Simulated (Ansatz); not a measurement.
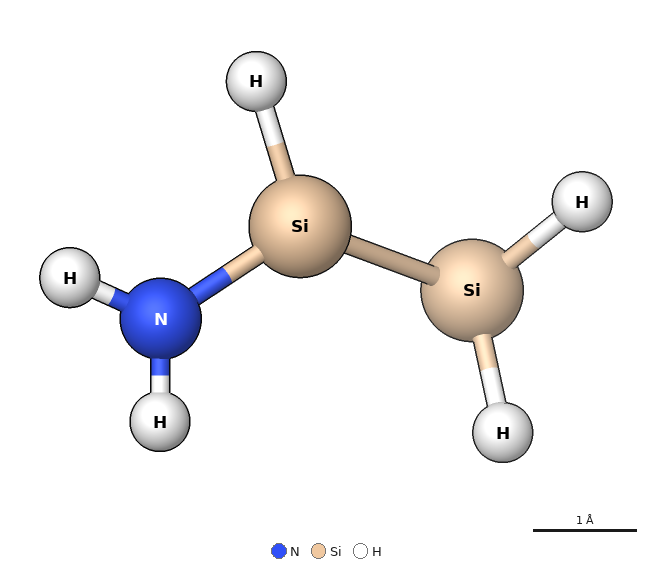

Ball-and-stick drawing of a structure.

**What is the molecular formula?**

H5NSi2, 8 atoms: 5 hydrogen, 1 nitrogen and 2 silicon.

**Which point group does it belong to?**

C1.

More results for the same structure follow; atom numbers are the same in all pictures, views and colours differ. The geometry was computed by an optimisation with PBE0-D4/def2-TZVP. No frequency run is at hand to confirm it as a minimum.

## Dipole moment

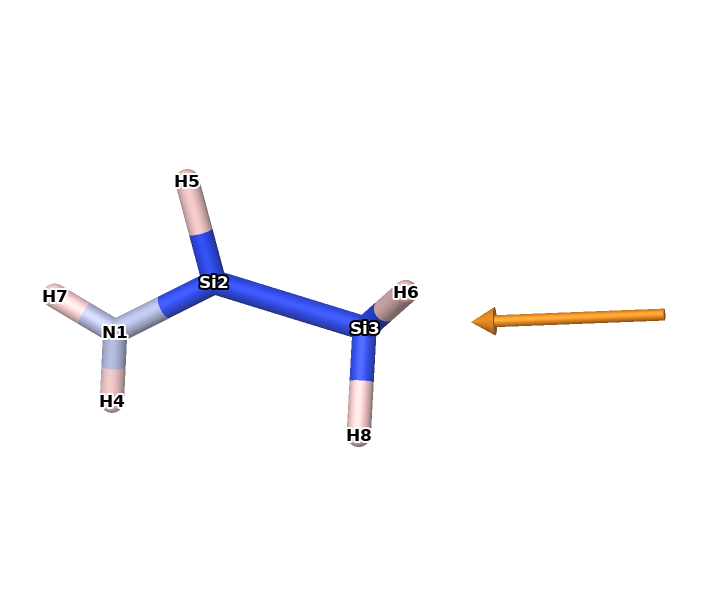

The arrow beside the molecule shows the direction of the dipole moment, from the negative to the positive end (its length means nothing). No frequency run is at hand to confirm it as a minimum. Level of theory: RKS PBE0-D4/def2-TZVP (Ansatz 0.2.0).

**Estimate the dipole moment.**

3.60 D; it points from the side of H6 to the side of H7 (the outermost atoms at the two ends).

## Electronic properties

No frequency run is at hand to confirm it as a minimum. Level of theory: RHF-CCSD(T), frozen core/def2-TZVPP (Ansatz 0.2.0).

**What is the T1 diagnostic?**

0.019.

## Charges

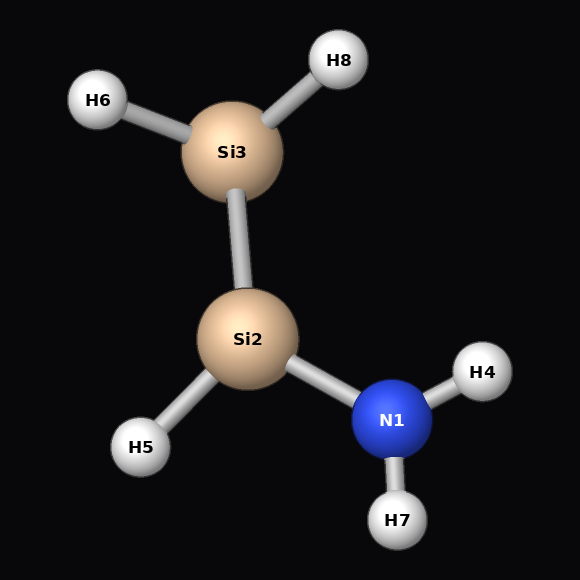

The questions are on Mulliken charges. No frequency run is at hand to confirm it as a minimum. Properties computed with RKS PBE0-D4/def2-TZVP (Ansatz 0.2.0).

List the Mulliken charges.

```json
{"atom": "N1", "value (e)": "−0.58"}
{"atom": "Si2", "value (e)": "0.32"}
{"atom": "Si3", "value (e)": "−0.23"}
{"atom": "H4", "value (e)": "0.26"}
{"atom": "H5", "value (e)": "0.00"}
{"atom": "H6", "value (e)": "0.00"}
{"atom": "H7", "value (e)": "0.25"}
{"atom": "H8", "value (e)": "−0.01"}
```

Mulliken values depend strongly on the basis set and can even reverse the polarity of a bond.
